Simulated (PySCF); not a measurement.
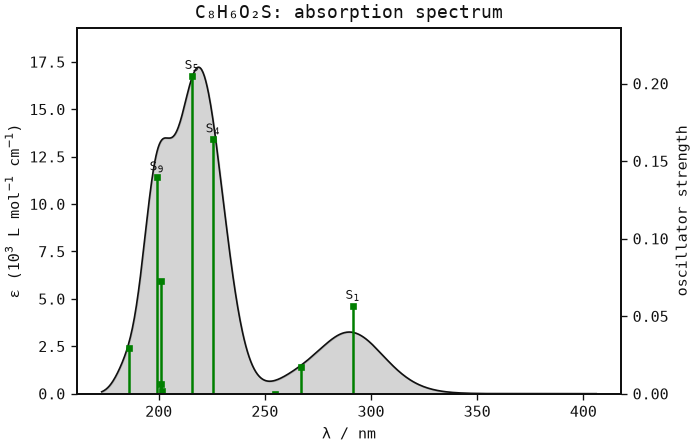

Computed absorption of C₈H₆O₂S (1-benzothiophene 1,1-dioxide), SMILES O=S1(=O)C=Cc2ccccc21. Vertical TDDFT excitations, PBE0/def2-SVPD in PySCF 2.14.0, at a PBE0-D3(BJ)/def2-SVP geometry (no frequency check), gas phase. The lowest 10 singlet states are shown; each is broadened by a Gaussian of 1/e half-width 0.30 eV. Sticks give oscillator strengths (right axis).

### Does any vertical transition fall in the visible?

No singlet lies below 3.1 eV (beyond 400 nm), so at this level no vertical transition falls in the visible.

### Where is the lowest singlet, and is it bright?

S1 lies at 4.25 eV (292 nm) with f = 0.057, mainly HOMO → LUMO (94 %); it is bright.

Caveats: core orbitals are frozen in the response.
